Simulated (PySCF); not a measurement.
## Electronic structure of C5H9F3OSi in real space

```xyz
19

C    -1.2331   -1.4988    0.4905
C    -0.6969   -0.0797    0.5975
Si   -1.7970    1.3973    0.0462
C    -0.1410    1.6957   -0.8616
C     0.3570    0.3053   -0.4579
O     1.7127    0.4134    0.0513
C     2.4193   -0.6829    0.1108
F     2.5284   -1.3405   -1.0637
F     3.6601   -0.4011    0.5037
F     1.9534   -1.6105    0.9755
H    -1.6464   -1.6773   -0.5006
H    -0.4504   -2.2327    0.6745
H    -2.0227   -1.6544    1.2220
H    -0.2706    0.0689    1.5915
H    -2.1941    2.3672    1.0606
H    -2.9023    1.0077   -0.8276
H     0.4807    2.4521   -0.3895
H    -0.1252    1.8742   -1.9326
H     0.3585   -0.3943   -1.2979
```

Geometry: GFN2-xTB.

Level of theory: PBE0/pcSseg-1, SCF density, gas phase, non-relativistic in PySCF 2.14.0.

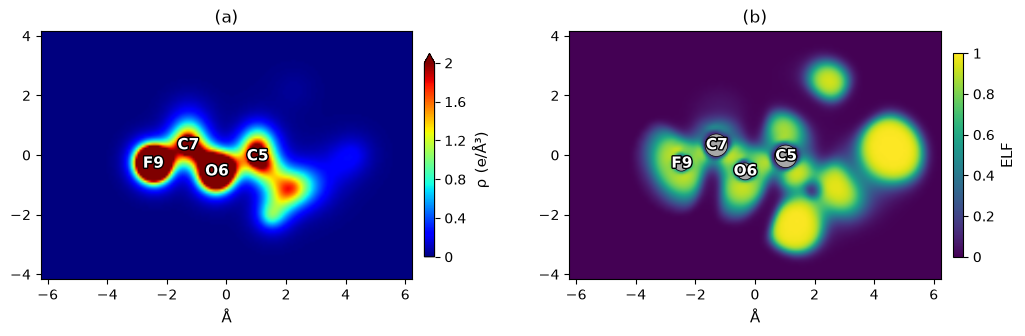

Figure 1. (a) electron density; (b) ELF on the plane of atoms C5, O6 and C7. Grey discs cover the atomic cores in the ELF map.

### What do the fields say about this system?

The section cuts through C, O and F sites. C–O (1.31 Å): the density is about 2.7 e/Å³ at the midpoint; the ELF peaks at about 0.90 between the atoms: a short, strongly polar bond. C–F (1.33 Å): the density is about 2.4 e/Å³ at the midpoint; the ELF peaks at about 0.85 between the atoms (a polar covalent bond). C–O (1.45 Å): ρ is about 1.8 e/Å³ halfway, with its minimum of 1.5 e/Å³ about 0.5 Å from C; the ELF peaks at about 0.90 between the atoms (a polar covalent bond). The ELF also peaks beside O6 and F9, away from the bonds: lone-pair regions.

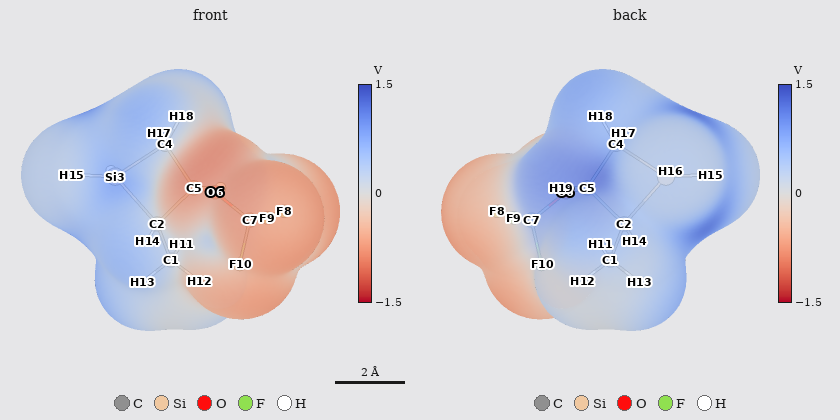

Figure 2. The electrostatic potential painted on the density surface at 0.001 e/bohr³, seen from the front and from behind; red is negative and blue positive.

### Where is the surface potential most negative and most positive?

The most negative region (about −0.8 V, or −18 kcal/mol for a unit charge) lies over O6, the most positive (about +1.1 V, or +25 kcal/mol for a unit charge) over Si3 and C5.

### What dipole moment does the calculation give?

Its dipole moment is 3.13 D.
